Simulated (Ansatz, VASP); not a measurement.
**Cross-check of Ge (Germanium) between VASP and Ansatz**

One calculation is typed for both programs; each brings its own data sets and cutoff. How far apart do they land? The cell comes out of the VASP series on this material, whose earlier steps may have relaxed, scaled or displaced it; both programs get it as it stands.

Main program and level: Ansatz 0.2.0; plane waves, with VASP 6.6.1 beside it; relaxation of cell and atoms at PBEsol with D3(BJ).

## Step 1: Starting point

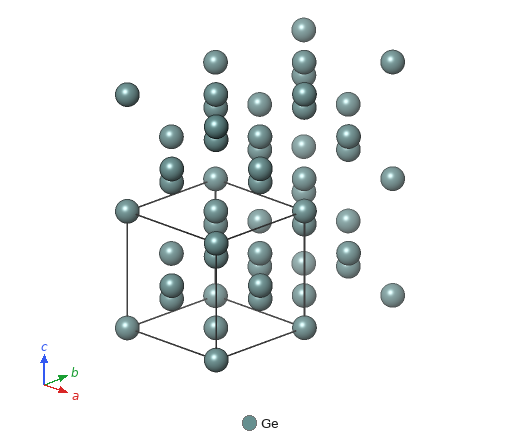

Start, viewed from a free direction; germanium teal. 1×2×2 cells are drawn. This picture shows the conventional cell, with its axes. Some periodic images of atoms are drawn too.

## Step 2: VASP: relaxation of cell and atoms, PBEsol with D3(BJ)

The relaxed volume is the usual yardstick between codes: its relative difference is about their pressure difference at one cell divided by the bulk modulus.

Lines of VASP's logs that name or quote its potential files are left out, and so is its time.

INCAR

```
SYSTEM = Ge
PREC = Accurate
ENCUT = 450
EDIFF = 1E-06
NELM = 100
ISMEAR = 1
SIGMA = 0.15
LREAL = .FALSE.
ALGO = Normal
GGA = PS
IVDW = 12
NBANDS = 20
LORBIT = 11
LWAVE = .FALSE.
LCHARG = .FALSE.
KPAR = 2
IBRION = 2
NSW = 50
ISIF = 3
EDIFFG = -0.004
```

POSCAR

```
Ge
1.0
    0.0000000000      2.8086017134      2.8086017134
    2.8086017134      0.0000000000      2.8086017134
    2.8086017134      2.8086017134      0.0000000000
Ge
2
Direct
    0.7500000000      0.7500000000      0.7500000000
    0.5000000000      0.5000000000      0.5000000000
```

KPOINTS

```
Automatic mesh
0
Gamma
14 14 14
0 0 0
```

Potentials, in the order of the species: Ge_d (PBE family, release 64).

Launch:

```
$ mpirun -np 2 vasp_std
```

Numbers of over 12 decimals in the logs are rounded to 6 here.

The program printed:

```text
[banner, memory and clock lines left out]
running    2 mpi-ranks, on    1 nodes
 distrk:  each k-point on    1 cores,    2 groups
 distr:  one band on    1 cores,    1 groups

 POSCAR found type information on POSCAR Ge
 POSCAR found :  1 types and       2 ions
|                                                                             |
|               ----> ADVICE to this user running VASP <----                  |
|                                                                             |
|     You enforced a specific xc type in the INCAR file but a different       |
|     [... a line on the potential file left out ...]
|     I HOPE YOU KNOW WHAT YOU ARE DOING!                                     |
|                                                                             |

 LDA part: xc-table for (Slater+PW92), standard interpolation
 POSCAR, INCAR and KPOINTS ok, starting setup
 FFT: planning ... GRIDC
 FFT: planning ... GRID_SOFT
 FFT: planning ... GRID
 WAVECAR not read
 entering main loop
       N       E                     dE             d eps       ncg     rms          rms(c)
DAV:   1     0.174357144515E+03    0.17436E+03   -0.13888E+04  4512   0.355E+03
DAV:   2     0.139774396124E+02   -0.16038E+03   -0.15581E+03  4168   0.553E+02
DAV:   3    -0.930415587705E+01   -0.23282E+02   -0.23136E+02  4692   0.139E+02
DAV:   4    -0.100142099858E+02   -0.71005E+00   -0.70959E+00  4684   0.289E+01
DAV:   5    -0.100258272128E+02   -0.11617E-01   -0.11617E-01  4620   0.399E+00    0.336E+00
DAV:   6    -0.992031458534E+01    0.10551E+00   -0.36575E-02  5468   0.235E+00    0.192E+00
DAV:   7    -0.986723168923E+01    0.53083E-01   -0.65217E-02  4456   0.259E+00    0.163E-01
DAV:   8    -0.986826523481E+01   -0.10335E-02   -0.71094E-03  4740   0.122E+00    0.499E-02
DAV:   9    -0.986836959661E+01   -0.10436E-03   -0.26164E-04  4832   0.248E-01    0.934E-03
DAV:  10    -0.986837999714E+01   -0.10401E-04   -0.18401E-05  4676   0.412E-02    0.530E-03
DAV:  11    -0.986838131069E+01   -0.13136E-05   -0.40447E-06  5136   0.301E-02    0.132E-03
DAV:  12    -0.986838095405E+01    0.35664E-06   -0.70176E-07  2732   0.169E-02
   1 F= -.10426796E+02 E0= -.10426883E+02  d E =-.104268E+02
[... from here on, the cycles between the ionic steps are left out ...]
   2 F= -.10426811E+02 E0= -.10426899E+02  d E =-.145569E-04
   3 F= -.10426822E+02 E0= -.10426910E+02  d E =-.262173E-04
   4 F= -.10426821E+02 E0= -.10426908E+02  d E =-.244829E-04
   5 F= -.10426817E+02 E0= -.10426905E+02  d E =-.206020E-04
   6 F= -.10426814E+02 E0= -.10426902E+02  d E =-.178702E-04
   7 F= -.10426816E+02 E0= -.10426904E+02  d E =-.201408E-04
   8 F= -.10426815E+02 E0= -.10426903E+02  d E =-.187526E-04
   9 F= -.10426804E+02 E0= -.10426891E+02  d E =0.105803E-04
  10 F= -.10426822E+02 E0= -.10426909E+02  d E =-.688994E-05
 curvature:  -0.14 expect dE=-0.211E-05 dE for cont linesearch -0.211E-05
 ZBRENT: interpolating
 opt :   0.3920  next Energy=   -10.426823 (dE=-0.844E-05)
 bond charge predicted
       N       E                     dE             d eps       ncg     rms          rms(c)
DAV:   1    -0.986777964466E+01   -0.12828E-03   -0.18582E-04  5732   0.264E-01    0.223E-02
DAV:   2    -0.986776946076E+01    0.10184E-04   -0.14011E-05  5448   0.747E-02    0.110E-02
DAV:   3    -0.986776588928E+01    0.35715E-05   -0.52190E-06  4848   0.397E-02    0.258E-03
DAV:   4    -0.986776530063E+01    0.58864E-06   -0.52660E-07  2572   0.149E-02
  11 F= -.10426821E+02 E0= -.10426908E+02  d E =-.574106E-05
 curvature:  -0.10 expect dE=-0.434E-06 dE for cont linesearch -0.434E-06
 trial: gam=-0.14335 g(F)=  0.307E-45 g(S)=  0.422E-05 ort = 0.243E-04 (trialstep = 0.625E+00)
 search vector abs. value=  0.127E-06
 reached required accuracy - stopping structural energy minimisation
```

Parts of OUTCAR (step 2):

```text
ion  position               nearest neighbor table
   1  0.750  0.750  0.750-   2 2.43   2 2.43   2 2.43   2 2.43
   2  0.500  0.500  0.500-   1 2.43   1 2.43   1 2.43   1 2.43

  LATTYP: Found a face centered cubic cell.
 ALAT       =     5.6172034268

 Subroutine GETGRP returns: Found 48 space group operations
 (whereof 24 operations were pure point group operations)

The static configuration has the point symmetry T_d .
 The point group associated with its full space group is O_h .

 Found    104 irreducible k-points:

   k-points           NKPTS =    104   k-points in BZ     NKDIM =    104   number of bands    NBANDS=     20

   dimension x,y,z NGX =    28 NGY =   28 NGZ =   28
   dimension x,y,z NGXF=    56 NGYF=   56 NGZF=   56

   ENCUT  =  450.0 eV  33.07 Ry    5.75 a.u.   6.87  6.87  6.87*2*pi/ulx,y,z

   NELECT =      28.0000    total number of electrons

 k-points in reciprocal lattice and weights: Automatic mesh
   0.00000000  0.00000000  0.00000000       0.000
   0.07142857  0.00000000  0.00000000       0.003
   0.14285714  0.00000000  0.00000000       0.003
   0.21428571  0.00000000  0.00000000       0.003
   0.28571429  0.00000000  0.00000000       0.003
   0.35714286  0.00000000  0.00000000       0.003
   0.42857143  0.00000000  0.00000000       0.003
   0.50000000  0.00000000  0.00000000       0.001
   0.07142857  0.07142857  0.00000000       0.002
[...]
-0.28571429  0.42857143  0.21428571       0.009
  -0.28571429  0.50000000  0.21428571       0.004

 Edisp (eV)   -0.55917

 average (electrostatic) potential at core
       1 -73.9609       2 -73.9609

 E-fermi :   5.1411

 k-point     1 :       0.0000    0.0000    0.0000
  band No.  band energies     occupation
    ...
     10     -19.4318      2.00000
     11      -7.8878      2.00000
     12       5.0816      1.61622
     13       5.0816      1.61612
     14       5.0816      1.61612
     15       5.2884     -0.04623
     16       7.6307     -0.00000
     17       7.6307     -0.00000
     18       7.6307     -0.00000
     19      11.3600      0.00000
    ...

 k-point     2 :       0.0714    0.0000    0.0000
  band No.  band energies     occupation
    ...
     10     -19.4270      2.00000
     11      -7.8239      2.00000
     12       3.8222      2.00000
     13       4.9507      2.07033
     14       4.9507      2.07033
     15       6.0851     -0.00000
     16       7.8045     -0.00000
     17       7.8045     -0.00000
     18       7.9221     -0.00000
     19      11.7189      0.00000
    ...

 k-point     3 :       0.1429    0.0000    0.0000
  band No.  band energies     occupation
    ...
     10     -19.4195      2.00000
     11      -7.6337      2.00000
     12       2.3814      2.00000
     13       4.6531      2.00004
     14       4.6531      2.00004
     15       6.1611     -0.00000
     16       8.1998      0.00000
     17       8.1998      0.00000
     18       8.8970      0.00000
     19      12.5557      0.00000
    ...

 Edisp (eV)   -0.55906

  Total       0.00763     0.00763     0.00763    -0.00000     0.00000    -0.00000
  in kB       0.27639     0.27639     0.27639    -0.00000     0.00000    -0.00000
  external pressure =        0.28 kB  Pullay stress =        0.00 kB

  energy-cutoff  :      450.00
  volume of cell :       44.26
      direct lattice vectors                 reciprocal lattice vectors
     0.000000000  2.807485174  2.807485174    -0.178095331  0.178095331  0.178095331
     2.807485174  0.000000000  2.807485174     0.178095331 -0.178095331  0.178095331
     2.807485174  2.807485174  0.000000000     0.178095331  0.178095331 -0.178095331

 POSITION                                       TOTAL-FORCE (eV/Angst)
 -----------------------------------------------------------------------------------
      4.21123      4.21123      4.21123         0.000000      0.000000      0.000000
      2.80749      2.80749      2.80749        -0.000000     -0.000000     -0.000000
 -----------------------------------------------------------------------------------
    total drift:                                0.000000      0.000000      0.000000

  FREE ENERGIE OF THE ION-ELECTRON SYSTEM (eV)
  ---------------------------------------------------
  free  energy   TOTEN  =       -10.4268206030 eV

  energy  without entropy=      -10.4270831036  energy(sigma->0) =      -10.42690810

 reached required accuracy - stopping structural energy minimisation

 total charge
# of ion       s       p       d       tot
------------------------------------------
    1        1.126   1.283  10.028  12.438
    2        1.126   1.283  10.028  12.438
--------------------------------------------------
tot          2.253   2.566  20.057  24.876

[... 3 further parts left out ...]
```

CONTCAR:

```
Ge
   1.00000000000000
     0.0000000000000000    2.8074851736163171    2.8074851736163171
     2.8074851736163171    0.0000000000000000    2.8074851736163171
     2.8074851736163171    2.8074851736163171    0.0000000000000000
  Ge
     2
Direct
     0.7500000000000000    0.7500000000000000    0.7500000000000000
     0.5000000000000000    0.5000000000000000    0.5000000000000000
```

## Step 3: Ansatz: relaxation of cell and atoms, PBEsol with D3(BJ)

Ansatz runs on its default PAW (the set named soft_2) files.

The same cell, functional, mesh and smearing now go to Ansatz, which takes its cutoff from its data sets.

input.yaml

```yaml
crystal:
  lattice:
    - [0.0, 2.8086017134, 2.8086017134]
    - [2.8086017134, 0.0, 2.8086017134]
    - [2.8086017134, 2.8086017134, 0.0]
  atoms:
    - { symbol: Ge, position: [0.75, 0.75, 0.75] }
    - { symbol: Ge, position: [0.5, 0.5, 0.5] }
hamiltonian:
  xc: pbesol
  pseudopotentials: { kind: paw }
  dispersion: d3bj
kpoints:
  mp_grid: { grid: [14, 14, 14] }
scf:
  occupations: { method: methfessel_paxton, width: 0.15 }
relax:
  f_tol: 0.01
  max_steps: 60
  cell: { stress_tol: 0.05 }
output:
  forces: true
  stress: true
  write_density: true
  write_potential: true
  elf: true
  volumetric_format: npy
```

Launch:

```
$ ansatz run input.yaml --threads 4 --pin off --max-ram 9216MiB --backend cpu --events-out ev --progress --plain --runs-dir out
```

The program printed:

```text
Engine: ansatz 0.2.0, aarch64-unknown-linux-gnu
Pseudopotentials: kind: paw
Pseudopotential: Ge, paw, valence charge 14, recommended cutoff 420 eV (normal), Ge.paw.azcp
Functional definition: PBEsol
  exchange = pbesol_x
  correlation = pbesol_c
Crystal: 2 atoms, lattice volume = 44.310 Å³
Basis set: ecut = 420 eV, 893 PW (Γ), exchange–correlation on 54×54×54 points (8 copies of the dense FFT grid, shifted against one another)
Bands: 18, of which v1, the nominal top of the filled ones, is band 14 counted from 1 (13 counted from 0)
Symmetry: 48 space group operations
Space group: Fd-3m (ITA 227), of the structure as read, at distance tolerance 3.5e-5 Å
k-points: 104 of 2744
Non-local potential: Ge, projectors of the file, l = 0: 2, l = 1: 2, l = 2: 3, l = 3: 1
PAW form: soft (Blöchl's): semilocal exchange-correlation on the pseudo side does not see the compensation charge
PAW frozen core: Ge, regenerated for the run's functional, and the local potential with it (the file was generated under x = pbe(κ = 0.804, μ = 0.219515), c = pbe(β = 0.066725))
PAW one-centre angular grid: Ge, 590 points (default); XC on 64 Gauss nodes
Initial density: superposition of atomic densities (neutral atoms: chi_scale 0, normalization atom), corrected by the library's trained network
Initial wavefunctions: pseudopotential atomic-orbital guess
Functional: x = pbesol(κ = 0.804, μ = 0.123457), c = pbesol(β = 0.046)
SCF iter   1: F=—  HF=-8507.544142 eV  |F-HF|=—  |Δ(HF+E_count)|=         —  Δρ=2.40e-3  dr2=2.85e-3  ethr=1.77e-3  ⟨swp⟩=5.2  Hψ=8567  notcnv=0
preconditioner: auto → none  [insulator: Δε(μ)=0.180 eV  Ē_g=23.452 eV  σ=0.150 eV  W_gap=0.78  n_scr=14 (ndim 8)  ℏωp=29.5 eV  f_vac=0.068  D(μ)=0.02/eV (n_scr^D=0)  ε∞_Penn≈2.6]
SCF iter   2: F=—  HF=-8507.542773 eV  |F-HF|=—  |Δ(HF+E_count)|=   1.37e-3  S|Δr|=    0.00e0  Δρ=1.19e-3  dr2=4.59e-4  ethr=1.02e-5  ⟨swp⟩=2.2  Hψ=3734  notcnv=0
SCF iter   3: F=—  HF=-8507.542877 eV  |F-HF|=—  |Δ(HF+E_count)|=   1.04e-4  S|Δr|=    0.00e0  Δρ=2.34e-4  dr2=1.82e-5  ethr=1.64e-6  ⟨swp⟩=2.0  Hψ=3328  notcnv=0
SCF iter   4: F=—  HF=-8507.542882 eV  |F-HF|=—  |Δ(HF+E_count)|=   5.10e-6  S|Δr|=    0.00e0  Δρ=2.13e-4  dr2=1.01e-5  ethr=6.50e-8  ⟨swp⟩=2.0  Hψ=3334  notcnv=0
SCF iter   5: F=—  HF=-8507.542869 eV  |F-HF|=—  |Δ(HF+E_count)|=   1.31e-5  S|Δr|=    0.00e0  Δρ=5.08e-5  dr2=5.63e-7  ethr=3.61e-8  ⟨swp⟩=2.0  Hψ=3328  notcnv=0
SCF iter   6: F=-8507.542868 eV  HF=-8507.542868 eV  |F-HF|=1.19e-8  |Δ(HF+E_count)|=   6.71e-7  S|Δr|=    0.00e0  Δρ=4.91e-6  dr2=4.58e-9  ethr=3.57e-10  ⟨swp⟩=7.5  Hψ=11089  notcnv=0
SCF 1 converged in 6 iterations: F = -8507.542868 eV  dr2 = 4.58e-9
  greatest PAW one-centre occupation: 0.998 electrons in one spin orbital (limit 2), on the Ge atom at site 1 (counted from 0), in its partial waves of l = 2
relax step   1: F+E_penalty+E_count = -8507.54286810 eV  Δ(F+E_penalty+E_count) = +0.000e0 eV  max|allowed force component| = 1.041e-17 eV/Å  Δτ_max = 0.0000 Å  P = +0.299 GPa  Ω = 44.310 Å³  (6 SCF iters, dr2 threshold 1.00e-7 eV, accepted)
[...]
relax step   2: F+E_penalty+E_count = -8507.54301021 eV  Δ(F+E_penalty+E_count) = -1.421e-4 eV  max|allowed force component| = 9.830e-18 eV/Å  Δτ_max = 0.0000 Å  P = +0.060 GPa  Ω = 44.456 Å³  energy of the carried Pulay correction = -2.183e-5 eV  (3 SCF iters, dr2 threshold 2.00e-7 eV, accepted)
[...]
relax step   3: F+E_penalty+E_count = -8507.54301175 eV  Δ(F+E_penalty+E_count) = -1.543e-6 eV  max|allowed force component| = 2.139e-17 eV/Å  Δτ_max = 0.0000 Å  P = +0.001 GPa  Ω = 44.493 Å³  energy of the carried Pulay correction = -2.728e-5 eV  (4 SCF iters, dr2 threshold 8.90e-9 eV, accepted)
[...]
relax step   4: F+E_penalty+E_count = -8507.54304175 eV  Δ(F+E_penalty+E_count) = -2.999e-5 eV  max|allowed force component| = 1.561e-17 eV/Å  Δτ_max = 0.0000 Å  P = +0.001 GPa  Ω = 44.493 Å³  stress off target by 7.82e-4 GPa  SCF on the basis re-selected at this cell (its energy is not comparable with the rows above)  (4 SCF iters)
basis re-selected at this cell: Δ(F+E_penalty+E_count) = -2.999e-5 eV, ΔP = -0.000 GPa vs the last step (what re-selecting the basis moved, of the pressure what is left beyond the Pulay correction that the steps carried, after the strain that the cell walked since its last selection, with what the two solves' SCF thresholds leave and, on support functions, any second-order correction that the steps lacked; it is no m [...]
SCF converged after 4 iterations
Stability not checked: this state was not tested for a lower state beside it, because cold or Methfessel-Paxton smearing, or corrected tetrahedra, fill the levels in a way that the test cannot read (fill_not_monotonic; see scf.lower_state_search)
Free energy (F): -8507.543042 eV
Harris-Foulkes:  -8507.543042 eV  (|F-HF|=7.28e-12)
Internal energy: -8507.543284 eV  (E = F + TS)
E sigma→0 (E₀):  -8507.543102 eV
Entropy (-TS):   0.000242 eV (0.121 meV/atom)
Fermi energy:    8.722400 eV
Step filling:    the computed levels leave a gap of 0.1420 eV = 0.9 smearing widths at the electron count; against every level under it full and every level over it empty, smearing changes F+E_penalty+E_count by +0.098 meV and its σ→0 estimate by +0.037 meV
--- Per-component energies (eV) ---
  E_band       = -296.802443
  E_kinetic    = 223.766165
  E_local      = -4919.035036  (includes V_loc(G=0)·N_el)
  E_nonlocal   = 840.669916
  E_hartree    = 2157.375147
  E_xc         = -150.280698
  E_vxc        = -129.919194  (∫ρ·V_xc dr)
  E_paw        = -3958.466363  (= ΣΔE_a)
  E_vpaw       = -627.035440  (= ΣTr[D̂ρ^β])
  E_aug_tail   = 0.000655  (compensation charges beyond the density's cutoff)
  E_ewald      = -2702.852571
  E_disp       = -0.556371  (pairwise vdW)
  E_core_change = 1.835872  (= ΣΔE_core)
  E_smearing   = 0.000242  (= −TS)
  E_closure    = -0.000000  (closes the sum)
  Σ components = -8507.543042   (vs F -8507.543042, Δ=0.00e0)
--- Forces (eV/Å), atoms counted from 1 ---
  atom   1  Ge    -0.00000000     0.00000000     0.00000000
  atom   2  Ge    -0.00000000    -0.00000000     0.00000000
  max |Σ_I F_I| component: 9.25e-17 eV/Å
--- Stress (GPa, compression-positive) ---
        0.000782       0.000000      -0.000000
        0.000000       0.000782       0.000000
       -0.000000       0.000000       0.000782
  P = ⅓ Tr σ = 0.0008 GPa (0.008 kbar)
--- Band table (eV; the first three rows and the last of 104) ---
  k-point 0: bands = [... 10 lower, -4.2554, 8.6748, 8.6748, 8.6748, 8.8168, 11.2082, 11.2082, 11.2082]
  k-point 1: bands = [... 10 lower, -4.1918, 7.3972, 8.5446, 8.5446, 9.6368, 11.3810, 11.3810, 11.4964]
  k-point 2: bands = [... 10 lower, -4.0026, 5.9658, 8.2486, 8.2486, 9.7188, 11.7739, 11.7739, 12.4597]
  k-point 103: bands = [... 10 lower, -0.1936, -0.1936, 4.6884, 4.6884, 12.3289, 12.3289, 14.0598, 14.0598]
--- Relaxed structure (3 steps of the walk, 3 accepted, 1 SCFs on fresh bases) ---
  F+E_penalty+E_count = -8507.54304175 eV   max|allowed force component| = 1.561e-17 eV/Å   (the final SCF, on the basis selected at the relaxed cell)
  cell:  # Å, volume = 44.4927 Å³
    - [0.0, 2.812459, 2.812459]
    - [2.812459, 0, 2.812459]
    - [2.812459, 2.812459, 0]
  atoms:
    - { symbol: Ge, position: [0.75, 0.75, 0.75] }
    - { symbol: Ge, position: [0.500000, 0.500000, 0.500000] }
```

Wall time 4.8 s (4 threads of Arm Neoverse V1, shared host); peak memory 0.39 GiB; 16 s of CPU time.

## Step 4: Differences

Known differences besides the PAW data sets themselves: both relaxations stop at a tolerance, which leaves soft axes loose, and VASP keeps its plane-wave basis; the cutoff is 420 eV in Ansatz and 450 eV in VASP; Ansatz makes its cores anew for this functional, VASP keeps those of its PBE data sets; VASP leaves aspherical gradient terms in its spheres out (LASPH is not set), Ansatz keeps them; Ansatz adds a Pulay correction to the stress that steers its cell, VASP none. Total energies have different zeros and are not compared.

The two programs side by side:

| quantity | Ansatz | VASP | difference |
| --- | --- | --- | --- |
| volume (Å³) | 44.49 | 44.26 | +0.53 % |
| edge a after relaxation, in the typed setting (Å) | 3.977 | 3.970 | +0.18 % |

The walks stopped with 0.00 GPa left in Ansatz and 0.03 GPa in VASP; each walk ends within a tolerance, so the volume difference is uncertain by about these residues over the bulk modulus, most in soft cells.

## Step 5: Summary of results

```json
{"difference in volume (relaxation of cell and atoms, PBEsol with D3(BJ))": "0.53 %"}
```

The difference in volume is 0.53 % (relaxation of cell and atoms, PBEsol with D3(BJ)), within the 1.2 % picked in this series as the mark of a large difference, as far as the stopping tolerances let one tell. Differences of this kind measure data sets and numerical settings, not the functional's error against experiment.

[Lines on the potential files, build, host, timing and source positions are cut from VASP's logs without a mark.]

[Logs are printed without paths, hosts, clocks, repeated set-up lines and the standing remarks that a program may print on its own settings, such as how far it seeks lower states.]

[Hosts, paths, dates, database ids (printed as entryN), source tags and the programs' standing remarks are cut or masked in the printed files.]
